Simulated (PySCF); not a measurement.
# B₂FH₃O: spin-spin couplings at several levels of theory

Aim: compute the spin-spin couplings of B₂FH₃O (`BOBF`) at several levels, and see how far they spread and what each costs.

Programs: PySCF 2.14.0, with density-fitted response routines of our own. Each step states its level of theory. These are calculated values for one molecule in the gas phase, unless marked as measured. Atoms count from 0, in the outputs and in this text.

### Step 1. Starting geometry

7 atoms, charge 0, multiplicity 1; geometry from: PBE0-D3(BJ)/def2-SVP.

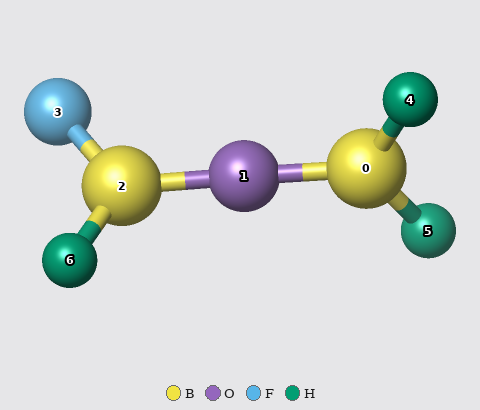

The starting geometry (boron yellow, oxygen purple, fluorine blue, hydrogen teal), atoms numbered; sticks join atoms by distance.

### Step 2. Indirect couplings: LDA/pcJ-1

The job: settings as JSON, then the geometry in Å.

```
{"job": {"kind": "j", "xc": "LDA", "basis": "pcJ-1"}, "charge": 0, "multiplicity": 1}
B     -1.243879    -0.519142    -0.036612
O      0.002856    -0.036183     0.008161
B      1.224340     0.500195    -0.008412
F      1.917058     0.546169     1.118433
H     -2.165943     0.236089     0.169253
H     -1.401047    -1.693517    -0.279275
H      1.702078     0.935705    -1.024061
```

Method: LDA/pcJ-1 indirect spin-spin coupling, non-relativistic, gas phase.

Run with:

```console
$ OMP_NUM_THREADS=1 python probes_run.py task.json out
```

One launch serves the whole session: the jobs run in the order shown.

Log:

```text
coarse grid: 6208 points
cycle   1  E = -224.8252688941  dE =  2.773e-01  |g| = 7.568e-01  |ddm| = 2.103e+00
cycle   2  E = -224.3832829404  dE =  4.420e-01  |g| = 1.720e+00  |ddm| = 1.357e+00
cycle   3  E = -224.9101371962  dE = -5.269e-01  |g| = 2.291e-01  |ddm| = 1.032e+00
cycle   4  E = -224.9175189617  dE = -7.382e-03  |g| = 1.245e-01  |ddm| = 1.733e-01
cycle   5  E = -224.9196267995  dE = -2.108e-03  |g| = 1.742e-02  |ddm| = 6.445e-02
cycle   6  E = -224.9196958835  dE = -6.908e-05  |g| = 6.455e-03  |ddm| = 1.740e-02
cycle   7  E = -224.9197069692  dE = -1.109e-05  |g| = 1.244e-03  |ddm| = 5.498e-03
cycle   8  E = -224.9197073299  dE = -3.606e-07  |g| = 2.282e-04  |ddm| = 1.231e-03
final grid: 61344 points
cycle   9  E = -224.9507979274  dE = -1.382e-04  |g| = 6.000e-03  |ddm| = 1.408e-02
cycle  10  E = -224.9507898417  dE =  8.086e-06  |g| = 9.178e-03  |ddm| = 7.096e-03
cycle  11  E = -224.9508010163  dE = -1.117e-05  |g| = 1.671e-03  |ddm| = 5.457e-03
cycle  12  E = -224.9508013680  dE = -3.517e-07  |g| = 5.904e-04  |ddm| = 1.065e-03
cycle  13  E = -224.9508014316  dE = -6.367e-08  |g| = 8.299e-05  |ddm| = 3.499e-04
cycle  14  E = -224.9508014332  dE = -1.544e-09  |g| = 1.193e-05  |ddm| = 8.020e-05
cycle  15  E = -224.9508014332  dE = -3.604e-11  |g| = 3.326e-06  |ddm| = 1.172e-05
converged SCF energy = -224.9508014332

Indirect spin-spin couplings (Hz)
  i      j    bonds     total        FC       PSO       DSO        SD
  0 B    1 O    1    -14.486   -21.170     7.090    -0.089    -0.317
  0 B    2 B    2      5.724     5.900     0.113    -0.347     0.058
  0 B    3 F    3     -2.049    -0.220    -1.295    -0.545     0.011
  0 B    4 H    1    124.853   124.875    -1.184     0.628     0.534
  0 B    5 H    1    124.705   124.724    -1.181     0.627     0.535
  0 B    6 H    3      0.632     0.698     0.509    -0.594     0.020
  1 O    2 B    1    -26.212   -30.440     5.001    -0.155    -0.618
  1 O    3 F    2     25.323     0.943    26.756     0.112    -2.487
  1 O    4 H    2     -4.743    -5.641     0.837     0.135    -0.075
  1 O    5 H    2     -5.269    -6.170     0.847     0.133    -0.079
  1 O    6 H    2    -17.912   -18.380     0.372     0.130    -0.034
  2 B    3 F    1   -183.476  -129.838   -54.357     0.633     0.087
  2 B    4 H    3      0.255     0.231     0.485    -0.497     0.035
  2 B    5 H    3      0.519     0.497     0.510    -0.519     0.032
  2 B    6 H    1    162.686   162.162    -1.288     1.275     0.537
  3 F    4 H    4     -1.245    -0.326     0.199    -0.987    -0.132
  3 F    5 H    4     -1.208    -0.286     0.225    -1.020    -0.127
  3 F    6 H    2     90.166    93.660    -2.524    -1.516     0.545
  4 H    5 H    2     13.785    13.693     2.029    -2.046     0.108
  4 H    6 H    4     -1.523    -1.397     0.954    -1.083     0.003
  5 H    6 H    4     -1.501    -1.375     0.978    -1.106     0.002
```

Wall time 6.5 s (1 thread of Arm Neoverse V1, shared host); peak memory 0.39 GiB.

A choice of the couplings up to four bonds, sorted by the number of bonds, with means over like pairs; isotopes 11B, 19F, 1H, 17O:

```
 pair  bonds  J (Hz)  Fermi contact (Hz)
B2–F3      1  -183.5              -129.8
B2–H6      1   162.7               162.2
B0–H4      1   124.8               124.8
O1–B2      1   -26.2               -30.4
B0–O1      1   -14.5               -21.2
F3–H6      2    90.2                93.7
O1–F3      2    25.3                 0.9
O1–H6      2   -17.9               -18.4
H4–H5      2    13.8                13.7
B0–B2      2     5.7                 5.9
O1–H4      2    -5.0                -5.9
B0–F3      3    -2.0                -0.2
H4–H6      4    -1.5                -1.4
F3–H4      4    -1.2                -0.3
```

Quadrupole couplings from the field gradients of the same density:

```
atom  isotope  eQq/h (MHz)     η
  O1      17O       -5.024  0.37
  B0      11B        4.166  0.55
  B2      11B        2.719  0.75
```

### Step 3. Indirect couplings: PBE/pcJ-1

Same as in step 2 but for these lines:

```diff
@@ -1,2 +1,2 @@
-{"job": {"kind": "j", "xc": "LDA", "basis": "pcJ-1"}, "charge": 0, "multiplicity": 1}
+{"job": {"kind": "j", "xc": "PBE", "basis": "pcJ-1"}, "charge": 0, "multiplicity": 1}
 B     -1.243879    -0.519142    -0.036612
```

With the program's defaults for keys left out, this is: PBE/pcJ-1 indirect spin-spin coupling, non-relativistic, gas phase.

Log:

```text
coarse grid: 6208 points
cycle   1  E = -226.2900065797  dE =  2.995e-01  |g| = 7.680e-01  |ddm| = 2.110e+00
cycle   2  E = -225.8718682302  dE =  4.181e-01  |g| = 1.687e+00  |ddm| = 1.394e+00
cycle   3  E = -226.3776220689  dE = -5.058e-01  |g| = 2.238e-01  |ddm| = 1.059e+00
cycle   4  E = -226.3851917935  dE = -7.570e-03  |g| = 1.093e-01  |ddm| = 1.652e-01
cycle   5  E = -226.3868637133  dE = -1.672e-03  |g| = 1.630e-02  |ddm| = 6.114e-02
cycle   6  E = -226.3869226423  dE = -5.893e-05  |g| = 6.150e-03  |ddm| = 1.641e-02
cycle   7  E = -226.3869327902  dE = -1.015e-05  |g| = 1.041e-03  |ddm| = 5.100e-03
cycle   8  E = -226.3869330334  dE = -2.432e-07  |g| = 2.029e-04  |ddm| = 1.054e-03
final grid: 61344 points
cycle   9  E = -226.4357004088  dE = -1.769e-04  |g| = 1.252e-02  |ddm| = 1.727e-02
cycle  10  E = -226.4356083907  dE =  9.202e-05  |g| = 2.623e-02  |ddm| = 1.677e-02
cycle  11  E = -226.4357229457  dE = -1.146e-04  |g| = 2.658e-03  |ddm| = 1.333e-02
cycle  12  E = -226.4357244441  dE = -1.498e-06  |g| = 7.977e-04  |ddm| = 2.613e-03
cycle  13  E = -226.4357245345  dE = -9.037e-08  |g| = 3.850e-04  |ddm| = 5.524e-04
cycle  14  E = -226.4357245572  dE = -2.273e-08  |g| = 2.100e-05  |ddm| = 2.747e-04
cycle  15  E = -226.4357245573  dE = -8.765e-11  |g| = 4.602e-06  |ddm| = 1.908e-05
converged SCF energy = -226.4357245573

Indirect spin-spin couplings (Hz)
  i      j    bonds     total        FC       PSO       DSO        SD
  0 B    1 O    1    -19.084   -25.238     6.629    -0.090    -0.385
  0 B    2 B    2      6.527     6.626     0.180    -0.347     0.068
  0 B    3 F    3     -1.200     0.612    -1.228    -0.545    -0.040
  0 B    4 H    1    149.700   149.603    -1.140     0.622     0.615
  0 B    5 H    1    149.708   149.608    -1.137     0.621     0.616
  0 B    6 H    3      1.749     1.796     0.522    -0.595     0.025
  1 O    2 B    1    -30.231   -34.156     4.754    -0.156    -0.672
  1 O    3 F    2     16.869    -6.367    25.485     0.111    -2.360
  1 O    4 H    2     -5.530    -6.380     0.805     0.134    -0.090
  1 O    5 H    2     -6.131    -6.984     0.814     0.133    -0.094
  1 O    6 H    2    -19.571   -20.024     0.363     0.130    -0.041
  2 B    3 F    1   -179.940  -128.038   -52.358     0.634    -0.178
  2 B    4 H    3      1.417     1.389     0.489    -0.497     0.037
  2 B    5 H    3      1.713     1.685     0.513    -0.520     0.034
  2 B    6 H    1    192.106   191.499    -1.275     1.267     0.616
  3 F    6 H    2    100.972   104.622    -2.621    -1.517     0.487
  4 H    5 H    2     16.952    16.828     2.029    -2.050     0.145
  4 H    6 H    4     -2.132    -2.010     0.957    -1.084     0.005
  5 H    6 H    4     -2.095    -1.973     0.981    -1.107     0.004
```

Wall time 8.6 s (1 thread of Arm Neoverse V1, shared host); peak memory 0.37 GiB.

This run: J(B2,H6) 192.1 Hz, J(B2,F3) -179.9 Hz, J(B0,H4) 149.7 Hz (means over like pairs).

### Step 4. Spin-spin couplings: KT2/pcJ-1

Same as in step 3 but for these lines:

```diff
@@ -1,2 +1,2 @@
-{"job": {"kind": "j", "xc": "PBE", "basis": "pcJ-1"}, "charge": 0, "multiplicity": 1}
+{"job": {"kind": "j", "xc": "KT2", "basis": "pcJ-1"}, "charge": 0, "multiplicity": 1}
 B     -1.243879    -0.519142    -0.036612
```

With the program's defaults for keys left out, this is: KT2/pcJ-1 indirect spin-spin coupling, non-relativistic, gas phase.

Log:

```text
coarse grid: 6208 points
cycle   1  E = -229.8621775859  dE =  3.422e-01  |g| = 9.155e-01  |ddm| = 2.094e+00
cycle   2  E = -229.3524416003  dE =  5.097e-01  |g| = 1.874e+00  |ddm| = 1.653e+00
cycle   3  E = -229.9868247222  dE = -6.344e-01  |g| = 2.104e-01  |ddm| = 1.284e+00
cycle   4  E = -229.9933164655  dE = -6.492e-03  |g| = 1.278e-01  |ddm| = 1.773e-01
cycle   5  E = -229.9957544038  dE = -2.438e-03  |g| = 1.772e-02  |ddm| = 7.070e-02
cycle   6  E = -229.9958165637  dE = -6.216e-05  |g| = 6.837e-03  |ddm| = 1.737e-02
cycle   7  E = -229.9958289990  dE = -1.244e-05  |g| = 1.026e-03  |ddm| = 5.839e-03
cycle   8  E = -229.9958292237  dE = -2.247e-07  |g| = 3.061e-04  |ddm| = 1.163e-03
final grid: 61344 points
cycle   9  E = -230.0763417274  dE = -5.637e-04  |g| = 3.474e-02  |ddm| = 3.025e-02
cycle  10  E = -230.0758487269  dE =  4.930e-04  |g| = 6.589e-02  |ddm| = 4.836e-02
cycle  11  E = -230.0764946381  dE = -6.459e-04  |g| = 5.928e-03  |ddm| = 3.527e-02
cycle  12  E = -230.0764990164  dE = -4.378e-06  |g| = 3.626e-03  |ddm| = 4.544e-03
cycle  13  E = -230.0765011724  dE = -2.156e-06  |g| = 2.400e-04  |ddm| = 2.000e-03
cycle  14  E = -230.0765011885  dE = -1.613e-08  |g| = 5.428e-05  |ddm| = 3.107e-04
cycle  15  E = -230.0765011892  dE = -7.148e-10  |g| = 1.485e-05  |ddm| = 5.658e-05
converged SCF energy = -230.0765011892

Indirect spin-spin couplings (Hz)
  i      j    bonds     total        FC       PSO       DSO        SD
  0 B    1 O    1     -9.342   -14.953     6.092    -0.091    -0.390
  0 B    2 B    2      3.921     3.980     0.216    -0.348     0.073
  0 B    3 F    3     -2.509    -0.767    -1.166    -0.546    -0.030
  0 B    4 H    1    158.615   158.576    -1.075     0.608     0.506
  0 B    5 H    1    158.691   158.650    -1.073     0.606     0.507
  0 B    6 H    3      1.231     1.280     0.527    -0.596     0.021
  1 O    2 B    1    -19.968   -23.544     4.400    -0.156    -0.667
  1 O    3 F    2     22.968     0.827    24.805     0.111    -2.775
  1 O    4 H    2     -6.215    -7.035     0.765     0.135    -0.080
  1 O    5 H    2     -6.992    -7.816     0.774     0.134    -0.084
  1 O    6 H    2    -23.390   -23.827     0.344     0.131    -0.037
  2 B    3 F    1   -212.183  -164.125   -48.567     0.632    -0.123
  2 B    4 H    3      0.549     0.528     0.489    -0.499     0.031
  2 B    5 H    3      0.956     0.934     0.514    -0.522     0.029
  2 B    6 H    1    209.729   209.190    -1.236     1.249     0.525
  3 F    4 H    4     -0.786     0.108     0.247    -0.991    -0.150
  3 F    5 H    4     -0.732     0.158     0.272    -1.024    -0.139
  3 F    6 H    2    115.204   118.894    -2.460    -1.530     0.300
  4 H    5 H    2     23.901    23.803     2.046    -2.070     0.122
  4 H    6 H    4     -2.661    -2.536     0.960    -1.089     0.003
  5 H    6 H    4     -2.600    -2.475     0.984    -1.112     0.003
```

Run time: 8.9 s. Hardware: 1 thread of Arm Neoverse V1, shared host; peak memory 0.37 GiB.

This run: J(B2,F3) -212.2 Hz, J(B2,H6) 209.7 Hz, J(B0,H4) 158.7 Hz (means over like pairs).

### Step 5. Spin-spin couplings: PBE0/pcJ-1

Same as in step 4 but for these lines:

```diff
@@ -1,2 +1,2 @@
-{"job": {"kind": "j", "xc": "KT2", "basis": "pcJ-1"}, "charge": 0, "multiplicity": 1}
+{"job": {"kind": "j", "xc": "PBE0", "basis": "pcJ-1"}, "charge": 0, "multiplicity": 1}
 B     -1.243879    -0.519142    -0.036612
```

With the program's defaults for keys left out, this is: PBE0/pcJ-1 indirect spin-spin coupling, non-relativistic, gas phase.

Log:

```text
coarse grid: 6208 points
cycle   1  E = -226.3341776766  dE =  3.216e-01  |g| = 6.800e-01  |ddm| = 2.046e+00
cycle   2  E = -226.2263283587  dE =  1.078e-01  |g| = 1.061e+00  |ddm| = 8.857e-01
cycle   3  E = -226.4088554707  dE = -1.825e-01  |g| = 7.701e-02  |ddm| = 5.788e-01
cycle   4  E = -226.4094552537  dE = -5.998e-04  |g| = 5.483e-02  |ddm| = 6.417e-02
cycle   5  E = -226.4098900013  dE = -4.347e-04  |g| = 3.518e-03  |ddm| = 2.436e-02
cycle   6  E = -226.4098923655  dE = -2.364e-06  |g| = 1.300e-03  |ddm| = 3.546e-03
final grid: 61344 points
cycle   7  E = -226.4463776437  dE = -1.068e-04  |g| = 8.573e-03  |ddm| = 1.274e-02
cycle   8  E = -226.4463610906  dE =  1.655e-05  |g| = 1.308e-02  |ddm| = 9.165e-03
cycle   9  E = -226.4463883012  dE = -2.721e-05  |g| = 9.199e-04  |ddm| = 6.304e-03
cycle  10  E = -226.4463884775  dE = -1.764e-07  |g| = 2.058e-04  |ddm| = 8.306e-04
cycle  11  E = -226.4463884847  dE = -7.176e-09  |g| = 9.055e-05  |ddm| = 1.410e-04
cycle  12  E = -226.4463884859  dE = -1.201e-09  |g| = 1.540e-05  |ddm| = 5.379e-05
cycle  13  E = -226.4463884860  dE = -3.462e-11  |g| = 4.010e-06  |ddm| = 1.034e-05
converged SCF energy = -226.4463884860

Indirect spin-spin couplings (Hz)
  i      j    bonds     total        FC       PSO       DSO        SD
  0 B    1 O    1    -23.114   -29.030     6.286    -0.091    -0.278
  0 B    2 B    2      6.810     6.844     0.226    -0.348     0.088
  0 B    3 F    3     -1.269     0.187    -0.885    -0.546    -0.025
  0 B    4 H    1    151.395   151.347    -1.113     0.610     0.550
  0 B    5 H    1    151.559   151.509    -1.110     0.609     0.552
  0 B    6 H    3      1.539     1.586     0.527    -0.596     0.022
  1 O    2 B    1    -34.374   -38.283     4.623    -0.156    -0.558
  1 O    3 F    2      7.446   -14.489    23.719     0.110    -1.895
  1 O    4 H    2     -5.381    -6.155     0.732     0.134    -0.092
  1 O    5 H    2     -6.018    -6.796     0.742     0.133    -0.096
  1 O    6 H    2    -18.715   -19.121     0.325     0.130    -0.048
  2 B    3 F    1   -140.701   -90.011   -50.561     0.630    -0.759
  2 B    4 H    3      1.175     1.150     0.492    -0.499     0.031
  2 B    5 H    3      1.485     1.459     0.517    -0.521     0.030
  2 B    6 H    1    194.346   193.792    -1.268     1.249     0.572
  3 F    4 H    4      0.432     1.215     0.333    -0.989    -0.127
  3 F    5 H    4      0.446     1.229     0.356    -1.022    -0.117
  3 F    6 H    2    103.028   106.365    -2.190    -1.521     0.374
  4 H    5 H    2     18.244    18.132     2.031    -2.061     0.142
  4 H    6 H    4     -1.747    -1.623     0.958    -1.086     0.004
  5 H    6 H    4     -1.714    -1.590     0.982    -1.110     0.004
```

Run time: 17 s. Hardware: 1 thread of Arm Neoverse V1, shared host; peak memory 0.53 GiB.

In short: J(B2,H6) 194.3 Hz, J(B0,H4) 151.5 Hz, J(B2,F3) -140.7 Hz (means over like pairs).

### Step 6. Indirect couplings: B97-2/pcJ-1

Same as in step 5 but for these lines:

```diff
@@ -1,2 +1,2 @@
-{"job": {"kind": "j", "xc": "PBE0", "basis": "pcJ-1"}, "charge": 0, "multiplicity": 1}
+{"job": {"kind": "j", "xc": "B97-2", "basis": "pcJ-1"}, "charge": 0, "multiplicity": 1}
 B     -1.243879    -0.519142    -0.036612
```

Level: B97-2/pcJ-1 indirect spin-spin coupling, non-relativistic, gas phase.

Log:

```text
coarse grid: 6208 points
cycle   1  E = -226.5068590450  dE =  3.198e-01  |g| = 7.290e-01  |ddm| = 2.056e+00
cycle   2  E = -226.3696254674  dE =  1.372e-01  |g| = 1.163e+00  |ddm| = 9.764e-01
cycle   3  E = -226.5917677291  dE = -2.221e-01  |g| = 8.555e-02  |ddm| = 6.520e-01
cycle   4  E = -226.5925650975  dE = -7.974e-04  |g| = 5.935e-02  |ddm| = 7.208e-02
cycle   5  E = -226.5930788747  dE = -5.138e-04  |g| = 4.115e-03  |ddm| = 2.676e-02
cycle   6  E = -226.5930820782  dE = -3.203e-06  |g| = 1.522e-03  |ddm| = 4.102e-03
final grid: 61344 points
cycle   7  E = -226.6258014315  dE = -1.223e-04  |g| = 1.444e-02  |ddm| = 1.688e-02
cycle   8  E = -226.6257583187  dE =  4.311e-05  |g| = 2.194e-02  |ddm| = 1.619e-02
cycle   9  E = -226.6258280191  dE = -6.970e-05  |g| = 1.607e-03  |ddm| = 1.064e-02
cycle  10  E = -226.6258284646  dE = -4.455e-07  |g| = 6.352e-04  |ddm| = 1.300e-03
cycle  11  E = -226.6258285224  dE = -5.779e-08  |g| = 1.063e-04  |ddm| = 3.269e-04
cycle  12  E = -226.6258285247  dE = -2.246e-09  |g| = 1.969e-05  |ddm| = 7.505e-05
cycle  13  E = -226.6258285248  dE = -8.106e-11  |g| = 4.602e-06  |ddm| = 1.536e-05
converged SCF energy = -226.6258285248

Indirect spin-spin couplings (Hz)
  i      j    bonds     total        FC       PSO       DSO        SD
  0 B    1 O    1    -26.890   -32.517     6.006    -0.091    -0.287
  0 B    2 B    2      6.661     6.675     0.247    -0.348     0.088
  0 B    3 F    3     -0.300     1.107    -0.848    -0.546    -0.013
  0 B    4 H    1    154.595   154.537    -1.087     0.608     0.537
  0 B    5 H    1    154.742   154.683    -1.085     0.606     0.538
  0 B    6 H    3      2.073     2.119     0.531    -0.597     0.020
  1 O    2 B    1    -37.163   -40.954     4.466    -0.156    -0.519
  1 O    3 F    2     10.550   -10.533    22.803     0.110    -1.830
  1 O    4 H    2     -5.197    -5.970     0.707     0.134    -0.067
  1 O    5 H    2     -5.824    -6.601     0.716     0.133    -0.071
  1 O    6 H    2    -18.030   -18.440     0.316     0.130    -0.036
  2 B    3 F    1   -135.073   -86.437   -48.829     0.628    -0.435
  2 B    4 H    3      1.865     1.842     0.493    -0.499     0.029
  2 B    5 H    3      2.142     2.118     0.519    -0.522     0.027
  2 B    6 H    1    194.965   194.412    -1.258     1.245     0.566
  3 F    6 H    2     98.156   101.494    -2.145    -1.522     0.329
  4 H    5 H    2     18.282    18.194     2.032    -2.063     0.119
  4 H    6 H    4     -1.366    -1.239     0.959    -1.087     0.002
  5 H    6 H    4     -1.341    -1.215     0.983    -1.110     0.002
```

Wall time 12 s (1 thread of Arm Neoverse V1, shared host); peak memory 0.53 GiB.

In short: J(B2,H6) 195.0 Hz, J(B0,H4) 154.7 Hz, J(B2,F3) -135.1 Hz (means over like pairs).

### Step 7. Indirect couplings: CAM-B3LYP/pcJ-1

Same as in step 6 but for these lines:

```diff
@@ -1,2 +1,2 @@
-{"job": {"kind": "j", "xc": "B97-2", "basis": "pcJ-1"}, "charge": 0, "multiplicity": 1}
+{"job": {"kind": "j", "xc": "CAM-B3LYP", "basis": "pcJ-1"}, "charge": 0, "multiplicity": 1}
 B     -1.243879    -0.519142    -0.036612
```

With the program's defaults for keys left out, this is: CAM-B3LYP/pcJ-1 indirect spin-spin coupling, non-relativistic, gas phase.

Log:

```text
coarse grid: 6208 points
cycle   1  E = -226.4920737107  dE =  3.633e-01  |g| = 7.457e-01  |ddm| = 1.989e+00
cycle   2  E = -226.4412681154  dE =  5.081e-02  |g| = 9.829e-01  |ddm| = 7.973e-01
cycle   3  E = -226.5859541649  dE = -1.447e-01  |g| = 4.659e-02  |ddm| = 4.722e-01
cycle   4  E = -226.5861182371  dE = -1.641e-04  |g| = 4.678e-02  |ddm| = 4.854e-02
cycle   5  E = -226.5864341699  dE = -3.159e-04  |g| = 4.702e-03  |ddm| = 2.132e-02
cycle   6  E = -226.5864388565  dE = -4.687e-06  |g| = 1.033e-03  |ddm| = 5.065e-03
final grid: 61344 points
cycle   7  E = -226.6253758611  dE = -1.138e-04  |g| = 3.301e-03  |ddm| = 9.237e-03
cycle   8  E = -226.6253755852  dE =  2.759e-07  |g| = 3.022e-03  |ddm| = 2.217e-03
cycle   9  E = -226.6253767264  dE = -1.141e-06  |g| = 7.515e-04  |ddm| = 1.557e-03
cycle  10  E = -226.6253768106  dE = -8.416e-08  |g| = 1.196e-04  |ddm| = 3.536e-04
cycle  11  E = -226.6253768128  dE = -2.161e-09  |g| = 3.500e-05  |ddm| = 7.014e-05
cycle  12  E = -226.6253768130  dE = -2.203e-10  |g| = 1.002e-05  |ddm| = 2.323e-05
converged SCF energy = -226.6253768130

Indirect spin-spin couplings (Hz)
  i      j    bonds     total        FC       PSO       DSO        SD
  0 B    1 O    1    -24.702   -30.862     6.476    -0.091    -0.226
  0 B    2 B    2      7.803     7.801     0.252    -0.348     0.099
  0 B    3 F    3     -1.280     0.023    -0.728    -0.546    -0.030
  0 B    4 H    1    157.119   157.154    -1.103     0.597     0.472
  0 B    5 H    1    157.352   157.384    -1.101     0.596     0.473
  0 B    6 H    3      1.044     1.093     0.528    -0.597     0.020
  1 O    2 B    1    -36.303   -40.422     4.774    -0.155    -0.500
  1 O    3 F    2      7.482   -14.382    23.755     0.111    -2.001
  1 O    4 H    2     -6.702    -7.454     0.715     0.135    -0.097
  1 O    5 H    2     -7.381    -8.138     0.724     0.133    -0.101
  1 O    6 H    2    -20.130   -20.509     0.305     0.131    -0.056
  2 B    3 F    1   -133.085   -81.208   -51.893     0.624    -0.609
  2 B    4 H    3      0.681     0.656     0.496    -0.499     0.028
  2 B    5 H    3      0.995     0.969     0.521    -0.522     0.027
  2 B    6 H    1    201.761   201.292    -1.261     1.235     0.495
  3 F    4 H    4      0.292     1.050     0.349    -0.989    -0.118
  3 F    5 H    4      0.313     1.072     0.373    -1.022    -0.110
  3 F    6 H    2    110.323   113.450    -2.059    -1.525     0.457
  4 H    5 H    2     21.927    21.854     2.036    -2.070     0.107
  4 H    6 H    4     -1.198    -1.072     0.959    -1.088     0.003
  5 H    6 H    4     -1.179    -1.053     0.982    -1.111     0.003
```

Wall time 17 s (1 thread of Arm Neoverse V1, shared host); peak memory 0.58 GiB.

This run: J(B2,H6) 201.8 Hz, J(B0,H4) 157.2 Hz, J(B2,F3) -133.1 Hz (means over like pairs).

(Part 1 of 2 ends here.)
